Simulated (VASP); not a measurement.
# TePt with PBEsol: from relaxation to properties

Aim: relax TePt with PBEsol, compute its properties on that cell and hold them against experiment. The steps: relaxing cell and atoms (PBEsol), single point with fields (PBEsol), band structure (PBEsol), density of states (PBEsol), volume scan with PBEsol, fit for PBEsol and vibrations at Γ (PBEsol). The start is a cell from a database of measured crystal structures.

Main program and level: VASP 6.6.1; PBEsol; plane waves and PAW (Te, Pt).

**Measured values to reproduce.**

For PtTe, ZrCl-type rhombohedral (flux-grown crystal, 200 K), “Electronic and topological properties of the van der Waals layered superconductor PtTe” (2022, arxiv:2203.06655) gives, by single crystal x-ray diffraction: lattice constant a (a, hexagonal setting) 3.9612 ± 0.0004 Å; lattice constant c (c, hexagonal setting) 19.815 ± 0.002 Å.

Most raw output is cut from this account.

The database entry behind the starting cell differs from later determinations by our own check (c about 0.8 % long), so it need not match the best structure at ambient conditions.

**1. The starting structure**

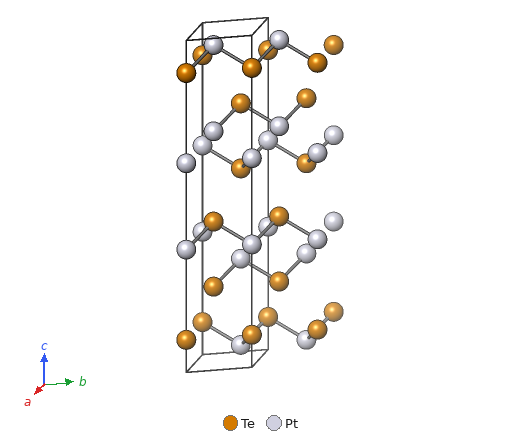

Start, viewed slightly off an axis; tellurium orange, platinum light grey. 1×2×1 cells are drawn. This picture shows the conventional cell, with its axes. Bonds to atoms that aren't drawn are left out. Some periodic images of atoms are drawn too.

As a file:

```
Te Pt
1.0
    -3.96300    0.00000    0.00000
     1.98150   -3.43206    0.00000
     1.98150    1.14402    6.66000
Te Pt
2 2
Direct
  0.19600 0.09800 0.29400
  0.80400 0.90200 0.70600
  0.74000 0.37000 0.11000
  0.26000 0.63000 0.89000
```

**2. Relaxing cell and atoms (PBEsol)**

Properties are meant for the cell that this level of theory prefers, so cell and atoms are relaxed first (ISIF = 3) until forces and stress are small; EDIFFG sets the threshold. PBEsol restores the gradient expansion of exchange and is tuned for the cells of solids.

The input, INCAR:

```
SYSTEM = TePt
PREC = Accurate
ENCUT = 400
EDIFF = 1E-06
NELM = 100
ISMEAR = 0
SIGMA = 0.05
LREAL = .FALSE.
ALGO = Normal
GGA = PS
NBANDS = 22
LASPH = .TRUE.
LORBIT = 11
LWAVE = .FALSE.
LCHARG = .FALSE.
KPAR = 4
IBRION = 2
NSW = 60
ISIF = 3
EDIFFG = -0.01
```

The input, POSCAR:

```
TePt
1.0
   -3.9630000000      0.0000000000      0.0000000000
    1.9815000000     -3.4320586752      0.0000000000
    1.9815000000      1.1440195584      6.6600000000
Te Pt
2 2
Direct
    0.1960000000      0.0980000000      0.2940000000
    0.8040000000      0.9020000000      0.7060000000
    0.7400000000      0.3700000000      0.1100000000
    0.2600000000      0.6300000000      0.8900000000
```

The input, KPOINTS:

```
Automatic mesh
0
Gamma
7 7 7
0 0 0
```

The projector-augmented-wave data sets are Te and Pt (PBE family, release 64).

Command:

```
$ mpirun -np 4 vasp_std
```

Wall time 85 s (4 MPI ranks of Intel Xeon 6975P-C (Granite Rapids), shared host); peak memory 0.93 GiB; 4.6 min of CPU time.

The k-mesh is coarse for a metal. The bonds form layers, held to each other by dispersion, which PBEsol lacks, so the spacing between them is unreliable. The PAW data sets were made with PBE, which is usual practice but a small mismatch for other functionals. The run keeps the 12 symmetry operations of its start, so it cannot find a distortion of lower symmetry.

Relaxation path:

```csv
step,energy less that of the first step (eV),largest force (eV/Å),pressure (GPa),volume (Å³)
1,0.0000,0.0497,-0.52,90.58
2,0.0003,0.1443,0.82,89.62
3,-0.0008,0.0898,0.09,90.14
4,-0.0015,0.0499,0.05,90.04
5,-0.0016,0.0452,0.01,89.97
6,-0.0018,0.0276,-0.09,89.97
7,-0.0019,0.0056,-0.21,89.96
8,-0.0020,0.0049,-0.13,89.87
9,-0.0021,0.0171,-0.01,89.76
10,-0.0021,0.0147,0.00,89.77
11,-0.0020,0.0111,-0.06,89.82
12,-0.0021,0.0134,-0.05,89.79
13,-0.0021,0.0165,-0.03,89.78
14,-0.0021,0.0106,-0.01,89.76
15,-0.0021,0.0073,0.01,89.74
```

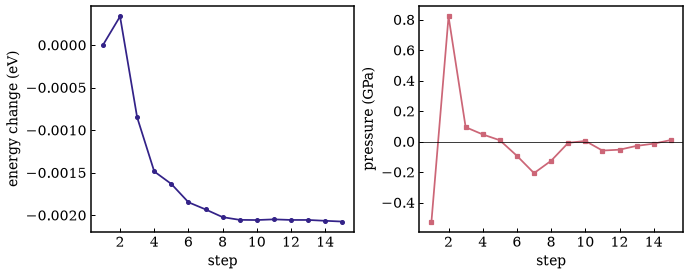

Energy and pressure along the relaxation.

```csv
"conventional cell, symmetrised",before,after,change
a (Å),3.963,3.954,-0.2 %
b (Å),3.963,3.954,-0.2 %
c (Å),19.980,19.880,-0.5 %
volume (Å³/atom),22.65,22.43,-0.9 %
```

The atoms that moved most (Å, as changes of fractional coordinates times the final cell):

```csv
atom,dx,dy,dz,length
Te1,0.000,0.000,0.015,0.015
Te2,0.000,0.000,-0.015,0.015
```

The relaxed structure:

```cif
data_structure
_symmetry_space_group_name_H-M 'P 1'
_symmetry_Int_Tables_number 1
_cell_length_a 3.9544
_cell_length_b 3.9544
_cell_length_c 7.0088
_cell_angle_alpha 90.000
_cell_angle_beta 106.386
_cell_angle_gamma 120.000
_cell_volume 89.74
loop_
_atom_site_label
_atom_site_type_symbol
_atom_site_fract_x
_atom_site_fract_y
_atom_site_fract_z
_atom_site_occupancy
Te1 Te 0.19747 0.09874 0.29621 1
Te2 Te 0.80253 0.90126 0.70379 1
Pt3 Pt 0.74008 0.37004 0.11011 1
Pt4 Pt 0.25992 0.62996 0.88989 1
```

Numbers from this step:

```
electrons                       : 32
bands                           : 22
irreducible k-points            : 44
symmetry operations             : 12
free energy (TOTEN)             : -22.36 eV
energy at zero smearing         : -22.36 eV
Fermi energy                    : 8.370 eV
pressure                        : 0.01011 GPa
metallic                        : yes
SCF cycles over all ionic steps : 83
```

It ends with a largest force of 0.007 eV/Å and a pressure of 0.01 GPa. The volume lies -0.9 % from that of the database's start, which holds the thermal and zero-point expansion of its experiment.

**3. Single point with fields (PBEsol)**

A single point on the relaxed cell gives a clean self-consistent state, with density, ELF and potential written out.

Edit INCAR of step 2 so:

```diff
@@ -14,7 +14,5 @@
 LWAVE = .FALSE.
-LCHARG = .FALSE.
-KPAR = 4
-IBRION = 2
-NSW = 60
-ISIF = 3
-EDIFFG = -0.01
+LCHARG = .TRUE.
+ISIF = 2
+LELF = .TRUE.
+LVHAR = .TRUE.
```

The input, POSCAR:

```
TePt
1.0
   -3.9543941672      0.0000000000      0.0000000000
    1.9771970836     -3.4246058054      0.0000000000
    1.9771970836      1.1415352685      6.6265692397
Te Pt
2 2
Direct
    0.1974739032      0.0987369516      0.2962108549
    0.8025260968      0.9012630484      0.7037891451
    0.7400761124      0.3700380562      0.1101141686
    0.2599238876      0.6299619438      0.8898858314
```

KPOINTS is that of step 2.

Command:

```
$ mpirun -np 4 vasp_std
```

Wall time 16 s (4 MPI ranks); peak memory 0.55 GiB; 44 s of CPU time.

This step gave:

```yaml
scf_cycles: 14
bands: 24
pressure: 0.02272 GPa
```

Valence electrons inside each PAW sphere by angular momentum. Sphere charges, by row:

```csv
atom,s (e),p (e),d (e),tot (e)
Te1,1.392,1.846,0.091,3.328
Te2,1.392,1.846,0.091,3.328
Pt3,0.685,0.595,8.138,9.418
Pt4,0.685,0.595,8.138,9.418
```

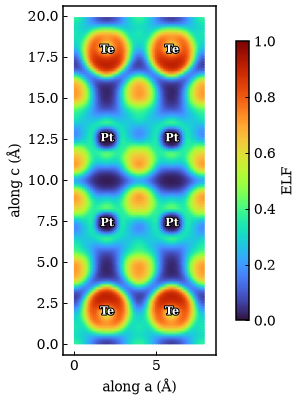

ELF in the ac plane of the conventional cell at fractional y = 0.000, with atoms of Te and Pt within 0.2 Å of it. It is the smooth field of the valence electrons, not physical close to the nuclei. The map starts off the cell's origin, so that atoms lie inside it.

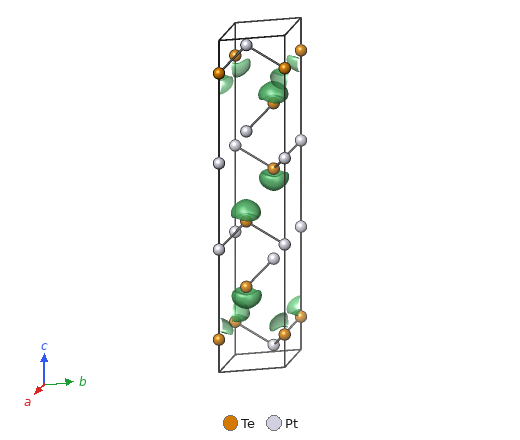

Surface of ELF = 0.83. Bonds to atoms that aren't drawn are left out.

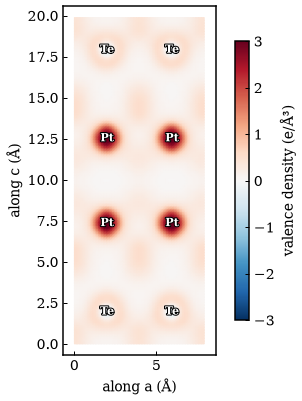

Valence density in the ac plane of the conventional cell at fractional y = 0.000, with atoms of Te and Pt within 0.2 Å of it. It is the smooth field of the valence electrons, not physical close to the nuclei. The map starts off the cell's origin, so that atoms lie inside it.

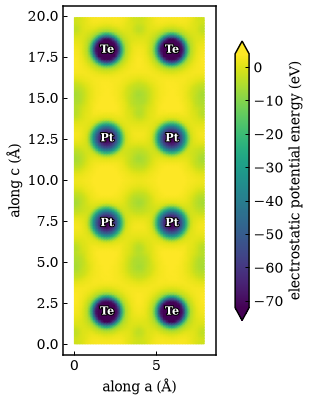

Electrostatic potential energy in the ac plane of the conventional cell at fractional y = 0.000, with atoms of Te and Pt within 0.2 Å of it. With pseudopotentials it is smooth inside the atoms' cores, unlike the true potential. The map starts off the cell's origin, so that atoms lie inside it.

In this run the pressure is 0.02 GPa, small enough to go on.

**4. Band structure (PBEsol)**

Levels along the symmetry lines show where the bands peak and cross; KPOINTS_OPT computes them in the converged potential.

The input, INCAR:

```
SYSTEM = TePt
PREC = Accurate
ENCUT = 400
EDIFF = 1E-06
NELM = 100
ISMEAR = 0
SIGMA = 0.05
LREAL = .FALSE.
ALGO = Normal
GGA = PS
NBANDS = 30
LASPH = .TRUE.
LORBIT = 11
LWAVE = .FALSE.
LCHARG = .FALSE.
KPAR = 4
```

POSCAR is that of step 3.

KPOINTS is that of step 3.

The input, KPOINTS_OPT:

```
Line mode
16
Line-mode
Reciprocal
  0.00000000   0.00000000   0.00000000 GAMMA
  0.00000000  -0.50000000   0.00000000 L

  0.00000000  -0.50000000   0.00000000 L
 -0.37290095  -0.31354952   0.18645048 B1

 -0.31354952  -0.31354952  -0.18645048 B
  0.00000000   0.00000000  -0.50000000 Z

  0.00000000   0.00000000  -0.50000000 Z
  0.00000000   0.00000000   0.00000000 GAMMA

  0.00000000   0.00000000   0.00000000 GAMMA
 -0.34322524  -0.34322524   0.34322524 X

 -0.34322524  -0.31354952   0.00000000 Q
 -0.50000000   0.00000000   0.00000000 F

 -0.50000000   0.00000000   0.00000000 F
 -0.47032429   0.00000000  -0.18645048 P1

 -0.47032429   0.00000000  -0.18645048 P1
  0.00000000   0.00000000  -0.50000000 Z

  0.00000000  -0.50000000   0.00000000 L
  0.00000000  -0.47032429  -0.34322524 P
```

Command:

```
$ mpirun -np 4 vasp_std
```

Run time: 39 s. Hardware: 4 MPI ranks; peak memory 1 GiB; 1.9 min of CPU time.

Spin-orbit coupling is off here; with elements this heavy it splits and shifts levels by tenths of an eV or more. The cell is typed on its shortest vectors, so the axes of tensors and the coordinates of k-points follow the printed cell and not the standard setting.

Numbers from this step:

```yaml
scf_cycles: 13
bands: 30
pressure: 0.02835 GPa
```

Electronic bands along the path, in eV, zero at the Fermi level; # counts the bands kept:

```csv
point,#11,#12,#13,#14,#15,#16,#17,#18
Γ,-1.68,0.70,0.70,0.94,1.28,2.93,2.93,4.64
L,-2.45,-1.94,-1.78,-0.99,0.38,1.37,2.01,3.84
B1,-2.29,-2.00,-1.22,-1.19,-0.30,1.20,3.41,3.45
jump to B,-2.29,-2.00,-1.22,-1.19,-0.30,1.20,3.41,3.45
Z,-1.62,-1.61,1.30,1.30,1.97,1.97,3.60,4.61
Γ,-1.68,0.70,0.70,0.94,1.28,2.93,2.93,4.64
X,-2.26,-2.01,-1.47,-0.73,-0.67,1.26,3.09,4.14
jump to Q,-2.26,-2.01,-1.47,-0.73,-0.67,1.26,3.09,4.14
F,-2.42,-1.73,-1.73,-1.33,-1.10,2.64,3.93,4.83
P1,-2.25,-1.72,-1.55,-1.48,-0.79,2.35,2.88,4.82
Z,-1.62,-1.61,1.30,1.30,1.97,1.97,3.60,4.61
jump to L,-2.45,-1.94,-1.78,-0.99,0.38,1.37,2.01,3.84
P,-2.25,-1.72,-1.55,-1.48,-0.79,2.35,2.88,4.82
```

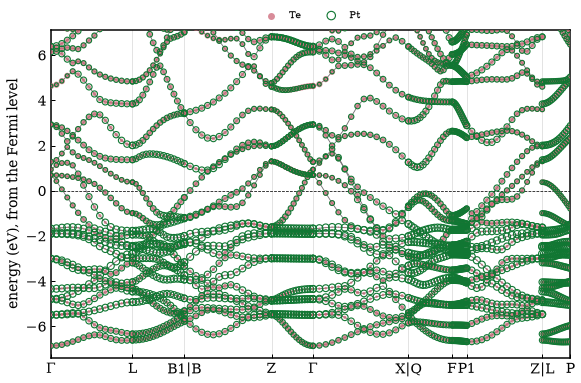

Electronic bands along the path; dots are coloured as in the legend, and their area grows with the weight.

There is no gap at this level.

**5. Density of states (PBEsol)**

A density of states needs more k-points than a total energy; ISMEAR = -5 takes tetrahedra, and LORBIT projects the states on the PAW spheres. The mesh is finer than in the run before.

Edit INCAR of step 4 so:

```diff
@@ -5,3 +5,3 @@
 NELM = 100
-ISMEAR = 0
+ISMEAR = -5
 SIGMA = 0.05
@@ -16 +16,2 @@
 KPAR = 4
+NEDOS = 2001
```

POSCAR is that of step 4.

The input, KPOINTS:

```
Automatic mesh
0
Gamma
10 10 10
0 0 0
```

Command:

```
$ mpirun -np 4 vasp_std
```

The job ended after 33 s (4 MPI ranks; peak memory 1.2 GiB; 96 s of CPU time).

With tetrahedra the forces and stress of a metal are not exact derivatives of the energy.

This step gave:

| Property | Result |
| --- | --- |
| irreducible k-points | 116 |
| Fermi energy | 8.398 eV |
| pressure | 0.07738 GPa |
| DOS at the Fermi level | 1.980 states/eV/cell |

The density of states has structure finer than the step of the table below, so its rows give means over 1 eV, whole bins alone (the curve runs from -12.0 to 4.71 eV). Peaks (eV: height): total -5.0: 7.18, -2.5: 8.11, -2.0: 8.12, -1.8: 8.2; Pt d -2.4: 6.16, -2.3: 4.86, -1.9: 6.32, -1.8: 6.12; Te p -6.4: 0.850, -5.2: 1.12, -4.7: 0.706, -4.3: 0.694; Pt p -4.0: 0.307, -1.7: 0.251, -0.9: 0.289, -0.3: 0.257; Pt s -6.4: 1.21, -1.6: 0.265, 3.3: 0.259.

States under -12.0 eV and over 4.7 eV are left out. Table of density of states by energy, zero at the Fermi level; means over each step; values in states/eV/cell:

```csv
energy (eV),total,Pt d,Te p,Pt p,Pt s,Te s,Te d
-11,0.743,0.0547,0.00378,0.0195,0.0138,0.476,1.5e-4
-10,0,0,0,0,0,0,0
-9,0,0,0,0,0,0,0
-8,0,0,0,0,0,0,0
-7,0.463,0.0565,0.0917,0.0138,0.123,0.00842,0.00151
-6,3.44,1.13,0.645,0.0713,0.484,0.0593,0.0132
-5,4.92,2.87,0.707,0.128,0.159,0.0442,0.0295
-4,4.95,3.03,0.582,0.201,0.132,0.0516,0.0338
-3,4.24,2.89,0.405,0.137,0.0658,0.0371,0.0295
-2,6.40,4.71,0.429,0.167,0.148,0.0601,0.0481
-1,2.56,1.07,0.534,0.248,0.0568,0.0372,0.0170
0,1.91,0.552,0.558,0.220,0.0260,0.0284,0.0160
1,1.24,0.406,0.363,0.0974,0.0182,0.0272,0.0134
2,2.09,0.826,0.521,0.0723,0.0752,0.0406,0.0402
3,1.50,0.352,0.321,0.0957,0.197,0.0343,0.0518
4,0.854,0.154,0.137,0.0594,0.151,0.0231,0.0518
```

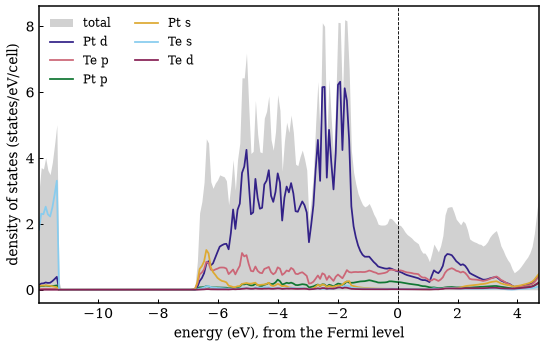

Density of states, plotted against energy.

The finer mesh and the other smearing move the Fermi level by +0.03 eV from the 7×7×7 run, a small shift, which tests the Fermi level alone. Of the states within 0.3 eV of the Fermi level, the largest shares in the PAW spheres are Te p 29 %, Pt d 28 % and Pt p 12 %. The rest lies in smaller channels or between the spheres.

**6. Volume scan with PBEsol, volume scale 0.94**

An equation of state needs energies on both sides of the minimum, all on one mesh and cutoff.

The input, INCAR:

```
SYSTEM = TePt
PREC = Accurate
ENCUT = 400
EDIFF = 1E-06
NELM = 100
ISMEAR = 0
SIGMA = 0.05
LREAL = .FALSE.
ALGO = Normal
GGA = PS
NBANDS = 22
LASPH = .TRUE.
LORBIT = 11
LWAVE = .FALSE.
LCHARG = .FALSE.
KPAR = 4
ISIF = 2
```

The input, POSCAR:

```
TePt
1.0
   -3.8736695946      0.0000000000      0.0000000000
    1.9368347973     -3.3546962748      0.0000000000
    1.9368347973      1.1182320916      6.4912951757
Te Pt
2 2
Direct
    0.1974739032      0.0987369516      0.2962108549
    0.8025260968      0.9012630484      0.7037891451
    0.7400761124      0.3700380562      0.1101141686
    0.2599238876      0.6299619438      0.8898858314
```

The input, KPOINTS:

```
Automatic mesh
0
Gamma
7 7 7
0 0 0
```

Command:

```
$ mpirun -np 4 vasp_std
```

The job ended after 14 s (4 MPI ranks; peak memory 0.85 GiB).

The scan keeps the cell's shape and the fractional positions fixed.

This step gave:

* SCF cycles: 14
* bands: 22
* irreducible k-points: 44
* free energy (TOTEN): -22.21 eV
* energy at zero smearing: -22.21 eV
* Fermi energy: 9.341 eV
* pressure: 9.738 GPa

Force by atom:

```csv
atom,x (eV/Å),y (eV/Å),z (eV/Å),size
Te1,0.000,0.000,0.831,0.831
Te2,0.000,0.000,-0.831,0.831
Pt3,0.000,0.000,0.006,0.006
Pt4,0.000,0.000,-0.006,0.006
```

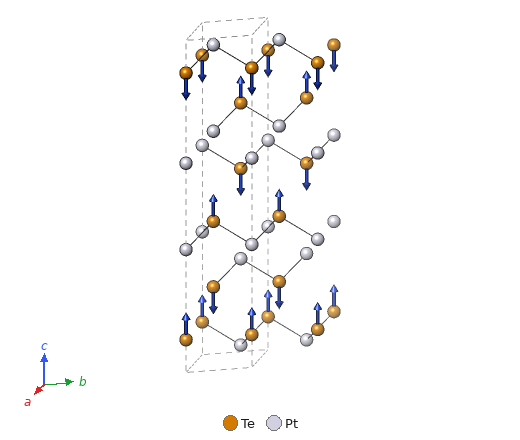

Force as arrows, the longest 0.831 eV/Å. Bonds to atoms that aren't drawn are left out. 1×2×1 conventional cells are drawn. Some periodic images of atoms are drawn too.

The pressure here is 9.74 GPa.

**7. Volume scan with PBEsol, volume scale 0.96**

INCAR is that of step 6.

The input, POSCAR:

```
TePt
1.0
   -3.9009498567      0.0000000000      0.0000000000
    1.9504749284     -3.3783216748      0.0000000000
    1.9504749284      1.1261072250      6.5370100281
Te Pt
2 2
Direct
    0.1974739032      0.0987369516      0.2962108549
    0.8025260968      0.9012630484      0.7037891451
    0.7400761124      0.3700380562      0.1101141686
    0.2599238876      0.6299619438      0.8898858314
```

KPOINTS is that of step 6.

Command:

```
$ mpirun -np 4 vasp_std
```

It took 15 s on 4 MPI ranks; peak memory 0.84 GiB; 41 s of CPU time.

This step gave:

```yaml
free_energy_toten: -22.30 eV
energy_at_zero_smearing: -22.30 eV
fermi_energy: 9.003 eV
pressure: 6.095 GPa
```

Force by atom:

```csv
atom,x (eV/Å),y (eV/Å),z (eV/Å),size
Te1,0.000,0.000,0.530,0.530
Te2,0.000,0.000,-0.530,0.530
Pt3,0.000,0.000,0.002,0.002
Pt4,0.000,0.000,-0.002,0.002
```

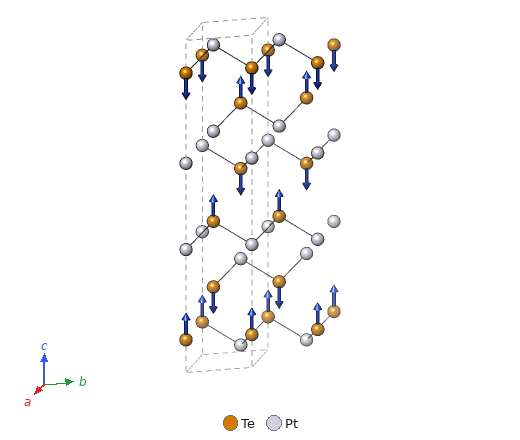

Force as arrows, the longest 0.530 eV/Å. Bonds to atoms that aren't drawn are left out. 1×2×1 conventional cells are drawn. Some periodic images of atoms are drawn too.

The pressure falls from 9.74 to 6.10 GPa.

**8. Volume scan with PBEsol, volume scale 0.98**

INCAR is that of step 7.

The input, POSCAR:

```
TePt
1.0
   -3.9278538094      0.0000000000      0.0000000000
    1.9639269047     -3.4016211813      0.0000000000
    1.9639269047      1.1338737271      6.5820942806
Te Pt
2 2
Direct
    0.1974739032      0.0987369516      0.2962108549
    0.8025260968      0.9012630484      0.7037891451
    0.7400761124      0.3700380562      0.1101141686
    0.2599238876      0.6299619438      0.8898858314
```

KPOINTS is that of step 7.

Command:

```
$ mpirun -np 4 vasp_std
```

It took 15 s on 4 MPI ranks; peak memory 0.84 GiB.

The pressure falls from 6.10 to 2.87 GPa.

The run ends at a pressure of 2.87 GPa, with forces up to 0.26 eV/Å.

**9. Volume scan with PBEsol, volume scale 1**

INCAR is that of step 8.

The input, POSCAR:

```
TePt
1.0
   -3.9543941672      0.0000000000      0.0000000000
    1.9771970836     -3.4246058054      0.0000000000
    1.9771970836      1.1415352685      6.6265692397
Te Pt
2 2
Direct
    0.1974739032      0.0987369516      0.2962108549
    0.8025260968      0.9012630484      0.7037891451
    0.7400761124      0.3700380562      0.1101141686
    0.2599238876      0.6299619438      0.8898858314
```

KPOINTS is that of step 8.

Command:

```
$ mpirun -np 4 vasp_std
```

It took 14 s on 4 MPI ranks; peak memory 0.85 GiB.

The pressure falls from 2.87 to 0.02 GPa.

The run ends at a pressure of 0.02 GPa, with forces up to 0.0073 eV/Å.

**10. Volume scan with PBEsol, volume scale 1.02**

INCAR is that of step 9.

The input, POSCAR:

```
TePt
1.0
   -3.9805829713      0.0000000000      0.0000000000
    1.9902914856     -3.4472859750      0.0000000000
    1.9902914856      1.1490953250      6.6704550832
Te Pt
2 2
Direct
    0.1974739032      0.0987369516      0.2962108549
    0.8025260968      0.9012630484      0.7037891451
    0.7400761124      0.3700380562      0.1101141686
    0.2599238876      0.6299619438      0.8898858314
```

KPOINTS is that of step 9.

Command:

```
$ mpirun -np 4 vasp_std
```

Wall time 15 s (4 MPI ranks); peak memory 0.85 GiB; 40 s of CPU time.

The pressure falls from 0.02 to -2.47 GPa.

The run ends at a pressure of -2.47 GPa, with forces up to 0.22 eV/Å.

**11. Volume scan with PBEsol, volume scale 1.04**

INCAR is that of step 10.

The input, POSCAR:

```
TePt
1.0
   -4.0064316369      0.0000000000      0.0000000000
    2.0032158185     -3.4696715761      0.0000000000
    2.0032158185      1.1565571921      6.7137709403
Te Pt
2 2
Direct
    0.1974739032      0.0987369516      0.2962108549
    0.8025260968      0.9012630484      0.7037891451
    0.7400761124      0.3700380562      0.1101141686
    0.2599238876      0.6299619438      0.8898858314
```

KPOINTS is that of step 10.

Command:

```
$ mpirun -np 4 vasp_std
```

Wall time 14 s (4 MPI ranks); peak memory 0.84 GiB; 38 s of CPU time.

The pressure falls from -2.47 to -4.69 GPa.

The run ends at a pressure of -4.69 GPa, with forces up to 0.42 eV/Å.

**12. Volume scan with PBEsol, volume scale 1.06**

A prediction first. A parabola through the 6 pressures of evenly scaled cells so far, P = 0.02 -134.1 t +368 t² GPa with t = ln(V/V₁) and V₁ the volume at scale 1, gives -6.55 GPa at t = +0.0583.

INCAR is that of step 11.

The input, POSCAR:

```
TePt
1.0
   -4.0319509978      0.0000000000      0.0000000000
    2.0159754989     -3.4917719909      0.0000000000
    2.0159754989      1.1639239970      6.7565349655
Te Pt
2 2
Direct
    0.1974739032      0.0987369516      0.2962108549
    0.8025260968      0.9012630484      0.7037891451
    0.7400761124      0.3700380562      0.1101141686
    0.2599238876      0.6299619438      0.8898858314
```

KPOINTS is that of step 11.

Command:

```
$ mpirun -np 4 vasp_std
```

It took 14 s on 4 MPI ranks; peak memory 0.83 GiB.

The pressure falls from -4.69 to -6.65 GPa. The parabola predicted -6.55 GPa, +0.10 GPa off.

(Part 1 of 2 ends here.)

[Lines on the potential files, build, host, timing and source positions are cut from VASP's logs without a mark.]

[Logs are printed without paths, hosts, clocks, repeated set-up lines and the standing remarks that a program may print on its own settings, such as how far it seeks lower states.]

[Hosts, paths, dates, database ids (printed as entryN), source tags and the programs' standing remarks are cut or masked in the printed files.]

[A measured line is paired with the nearest computed mode of its activity, which favours agreement.]
